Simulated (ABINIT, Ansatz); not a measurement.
# YBiS3 (Pm-3m): zone-centre phonons

Which modes does YBiS3 (Pm-3m) have at the zone centre?

Calculated with ABINIT 10.8.3; DFT LDA, scalar-relativistic, plane waves, PseudoDojo norm-conserving pseudopotentials.

The structure was built from a prototype and need not be the compound's stable phase.

## (1) The structure

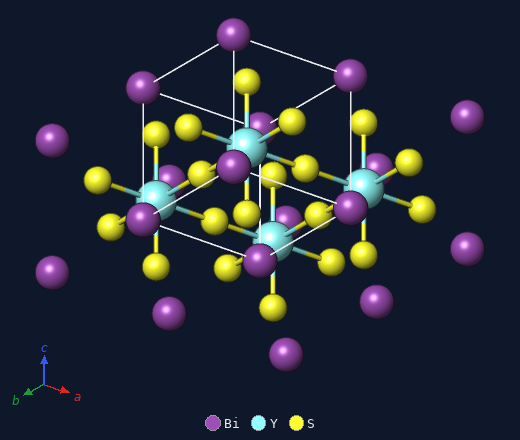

The starting structure, seen from a free direction (bismuth purple, yttrium teal, sulfur yellow). 2×2×1 cells are drawn. Some periodic images of atoms are drawn too.

Structure file:

```cif
data_structure
_symmetry_space_group_name_H-M 'Pm-3m'
_symmetry_Int_Tables_number 221
_cell_length_a 5.0606
_cell_length_b 5.0606
_cell_length_c 5.0606
_cell_angle_alpha 90.000
_cell_angle_beta 90.000
_cell_angle_gamma 90.000
_cell_volume 129.60
loop_
_atom_site_label
_atom_site_type_symbol
_atom_site_symmetry_multiplicity
_atom_site_Wyckoff_symbol
_atom_site_fract_x
_atom_site_fract_y
_atom_site_fract_z
_atom_site_occupancy
Bi1 Bi 1 a 0.00000 0.00000 0.00000 1
Y1 Y 1 b 0.50000 0.50000 0.50000 1
S1 S 3 c 0.50000 0.50000 0.00000 1
```

## (2) Relaxation

The harmonic expansion needs vanishing forces, and a free crystal bears no stress, so cell and atoms are brought to rest. Stress is more sensitive to the basis than forces are: the last 3 Ha under the cutoff are smoothed with ecutsm, and the cutoff is raised above that of the later runs.

The starting cell comes from a relaxation made beforehand in Ansatz (LDA, PseudoDojo NC).

Input file relax.abi:

```
# relaxation
ionmov 2
optcell 2
dilatmx 1.08
ntime 40
tolmxf 1.0d-05
tolvrs 1.0d-14
prtwf 0
prtden 0
chksymtnons 0

# basis, mesh and filling
ecut 39.0
ecutsm 3.0
ngkpt 6 6 6
nshiftk 1
shiftk 0.0 0.0 0.0
istwfk *1
occopt 7
tsmear 0.01
nband 31
nstep 100
diemac 1000000.0
prtebands 0
prtgsr 0
useylm 1

# cell and atoms
acell 3*1.0 Angstrom
rprim 
    5.060561501 0.0 0.0
    0.0 5.060561501 0.0
    0.0 0.0 5.060561501
ntypat 3
znucl 83 39 16
natom 5
typat 1 2 3 3 3
xred 
    0.0 0.0 0.0
    0.5 0.5 0.5
    0.5 0.5 0.0
    0.5 0.0 0.5
    0.0 0.5 0.5
pp_dirpath "./pseudo"
pseudos "Bi.upf, Y.upf, S.upf"
```

Command:

```
$ OMP_NUM_THREADS=1 mpirun -n 4 abinit relax.abi > relax.log
```

Numbers of over 12 decimals in the logs are rounded to 6 here.

relax.abo, the main output file:

```text
[banners, grids, parts of the stress and lines that vanish by symmetry left out]
- input  file    -> relax.abi
- output file    -> relax.abo
- root for input  files -> relaxi
[...]
Symmetries : space group Pm -3 m (#221); Bravais cP (primitive cubic)
[...]
mpw =       12893          nfft =      216000          nkpt =          20
[...]
== DATASET  1 ==================================================================
[...]
cutoff_energies: {ecut:  39.0, pawecutdg:  -1.0, }
[...]
ETOT  1  -155.65051536222    -1.557E+02 8.686E-02 4.802E+03
 ETOT  2  -155.86061285501    -2.101E-01 7.911E-03 1.617E+03
 ETOT  3  -156.00045211567    -1.398E-01 4.516E-03 6.057E+02
 ETOT  4  -156.04131582432    -4.086E-02 2.501E-03 7.915E+01
 ETOT  5  -156.04710697557    -5.791E-03 1.111E-03 1.871E+00
[...]
At SCF step   13       vres2   =  5.07E-15 < tolvrs=  1.00E-14 =>converged.
[...]
sigma(1 1)= -4.14437864E-06  sigma(3 2)=  0.00000000E+00
  sigma(2 2)= -4.14437864E-06  sigma(3 1)=  0.00000000E+00
  sigma(3 3)= -4.14437864E-06  sigma(2 1)=  0.00000000E+00
[...]
convergence: {deltae: -4.462E-12, res2:  5.071E-15, residm:  1.420E-04, diffor: null, }
etotal    :  -1.56047241E+02
[...]
ETOT  1  -156.04723773074    -1.560E+02 1.340E-04 5.129E-02
[...]
At SCF step   10       vres2   =  2.30E-15 < tolvrs=  1.00E-14 =>converged.
[...]
sigma(1 1)= -3.31691239E-06  sigma(3 2)=  0.00000000E+00
  sigma(2 2)= -3.31691239E-06  sigma(3 1)=  0.00000000E+00
  sigma(3 3)= -3.31691239E-06  sigma(2 1)=  0.00000000E+00
[...]
convergence: {deltae:  8.981E-12, res2:  2.302E-15, residm:  3.527E-05, diffor: null, }
etotal    :  -1.56047242E+02
[...]
ETOT  1  -156.04716970821    -1.560E+02 2.465E-05 8.247E-01
[...]
ETOT 10  -156.04724456394    -7.503E-12 2.963E-06 4.228E-14
 ETOT 11  -156.04724456395    -5.770E-12 1.593E-06 1.543E-15
 At SCF step   11       vres2   =  1.54E-15 < tolvrs=  1.00E-14 =>converged.
[...]
sigma(1 1)= -7.87538940E-09  sigma(3 2)=  0.00000000E+00
  sigma(2 2)= -7.87538940E-09  sigma(3 1)=  0.00000000E+00
  sigma(3 3)= -7.87538941E-09  sigma(2 1)=  0.00000000E+00
[...]
convergence: {deltae: -5.770E-12, res2:  1.543E-15, residm:  1.593E-06, diffor: null, }
etotal    :  -1.56047245E+02
[...]
At Broyd/MD step   3, gradients are converged :
[...]
sigma(1 1)= -7.87538940E-09  sigma(3 2)=  0.00000000E+00
  sigma(2 2)= -7.87538940E-09  sigma(3 1)=  0.00000000E+00
  sigma(3 3)= -7.87538941E-09  sigma(2 1)=  0.00000000E+00
[...]
- sigma(1 1)= -2.31701956E-04  sigma(3 2)=  0.00000000E+00
- sigma(2 2)= -2.31701956E-04  sigma(3 1)=  0.00000000E+00
- sigma(3 3)= -2.31701956E-04  sigma(2 1)=  0.00000000E+00
[...]
fcart     -0.0000000000E+00 -0.0000000000E+00 -0.0000000000E+00
           strten     -7.8753893962E-09 -7.8753894031E-09 -7.8753894057E-09
================================================================================

[key lines of the parts left out:]
pressure_GPa:   2.3170E-04
Total energy (etotal) [Ha]= -1.56047244563947E+02
```

The job ended after 4.5 min (4 MPI ranks of Arm Neoverse V1, shared host).

Little changed from the start: no atom moved by 0.005 Å and no cell edge by 0.1 %.

Read from the output:

```yaml
volume_per_atom: 25.97 Å³
pressure: 2.32e-4 GPa
gap_on_the_k_mesh: 0 eV
```

## (3) Ground state

The response is built on these wavefunctions, so the potential is converged far more tightly than an energy would need. Occupations are smeared.

Input file gs.abi:

```
# ground state
tolvrs 1.0d-16
prtden 1
prtwf 1

# basis, mesh and filling
ecut 31.0
ngkpt 6 6 6
nshiftk 1
shiftk 0.0 0.0 0.0
istwfk *1
occopt 7
tsmear 0.01
nband 31
nstep 100
diemac 1000000.0
prtebands 0
prtgsr 0
useylm 1

# cell and atoms
acell 3*1.0 Angstrom
rprim 
    5.063717515 0.0 0.0
    0.0 5.063717515 0.0
    0.0 0.0 5.063717515
ntypat 3
znucl 83 39 16
natom 5
typat 1 2 3 3 3
xred 
    0.0 0.0 0.0
    0.5 0.5 0.5
    0.5 0.5 0.0
    0.5 0.0 0.5
    0.0 0.5 0.5
pp_dirpath "./pseudo"
pseudos "Bi.upf, Y.upf, S.upf"
```

Command:

```
$ OMP_NUM_THREADS=1 mpirun -n 4 abinit gs.abi > gs.log
```

gs.abo, the main output file:

```text
[banners, grids, parts of the stress and lines that vanish by symmetry left out]
- input  file    -> gs.abi
- output file    -> gs.abo
- root for input  files -> gsi
[...]
Symmetries : space group Pm -3 m (#221); Bravais cP (primitive cubic)
[...]
mpw =        7262          nfft =      110592          nkpt =          20
[...]
== DATASET  1 ==================================================================
[...]
cutoff_energies: {ecut:  31.0, pawecutdg:  -1.0, }
[...]
ETOT  1  -155.65296002823    -1.557E+02 8.234E-02 2.467E+03
 ETOT  2  -155.85862077738    -2.057E-01 9.576E-03 8.401E+02
 ETOT  3  -155.99982360392    -1.412E-01 8.534E-03 3.105E+02
 ETOT  4  -156.04010142679    -4.028E-02 6.787E-03 4.583E+01
 ETOT  5  -156.04670384905    -6.602E-03 1.020E-03 1.215E+00
[...]
ETOT 13  -156.04687448580     2.331E-12 1.010E-04 5.739E-15
 ETOT 14  -156.04687448580     3.695E-12 6.771E-05 4.995E-17
 At SCF step   14       vres2   =  4.99E-17 < tolvrs=  1.00E-16 =>converged.
[...]
sigma(1 1)=  5.44347843E-06  sigma(3 2)=  0.00000000E+00
  sigma(2 2)=  5.44347843E-06  sigma(3 1)=  0.00000000E+00
  sigma(3 3)=  5.44347843E-06  sigma(2 1)=  0.00000000E+00
[...]
convergence: {deltae:  3.695E-12, res2:  4.995E-17, residm:  6.771E-05, diffor: null, }
etotal    :  -1.56046874E+02
[...]
sigma(1 1)=  5.44347843E-06  sigma(3 2)=  0.00000000E+00
  sigma(2 2)=  5.44347843E-06  sigma(3 1)=  0.00000000E+00
  sigma(3 3)=  5.44347843E-06  sigma(2 1)=  0.00000000E+00
[...]
- sigma(1 1)=  1.60152665E-01  sigma(3 2)=  0.00000000E+00
- sigma(2 2)=  1.60152665E-01  sigma(3 1)=  0.00000000E+00
- sigma(3 3)=  1.60152665E-01  sigma(2 1)=  0.00000000E+00
[...]
fcart     -0.0000000000E+00 -0.0000000000E+00 -0.0000000000E+00
           strten      5.4434784325E-06  5.4434784325E-06  5.4434784325E-06
================================================================================

[key lines of the parts left out:]
pressure_GPa:  -1.6015E-01
```

Wall time 58 s (4 MPI ranks).

This step gave:

* pressure: -0.1602 GPa

The cell stands at -0.16 GPa: the relaxation ran with a smoothed and higher cutoff, and the difference is a stress of the finite basis.

[end of part 1 of 4]

[Host names and launcher messages were left out of these logs when they were recorded.]

[Logs are printed without paths, hosts, clocks, repeated set-up lines and the standing remarks that a program may print on its own settings, such as how far it seeks lower states.]

[Hosts, paths, dates, database ids (printed as entryN), source tags and the programs' standing remarks are cut or masked in the printed files.]
